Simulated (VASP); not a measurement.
Band structure of AgPd (space group P-6m2). These are PBEsol GGA, VASP's PBE PAW potentials (set 64) (plane waves; VASP) values and carry that method's errors.

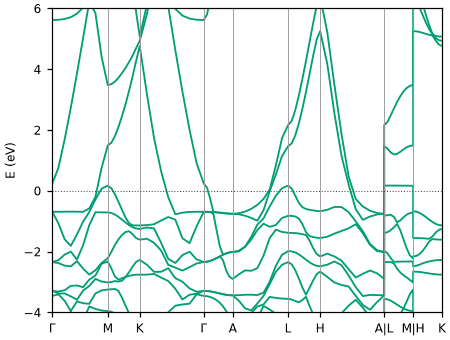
*Bands along high-symmetry lines, zero at the valence-band maximum or, without a gap, the Fermi level*

**Question.** Read the plot: is there a gap, and where are the band edges?

**Answer.** It has no gap at this level: it comes out as a metal or semimetal. (Edges off the drawn lines would not show.)

The structure comes from a computed database's AgPd entry (P-6m2); how it stands against other phases isn't given here. It was relaxed first. The electron count is odd and the run is not spin-polarised, which forces a metal.
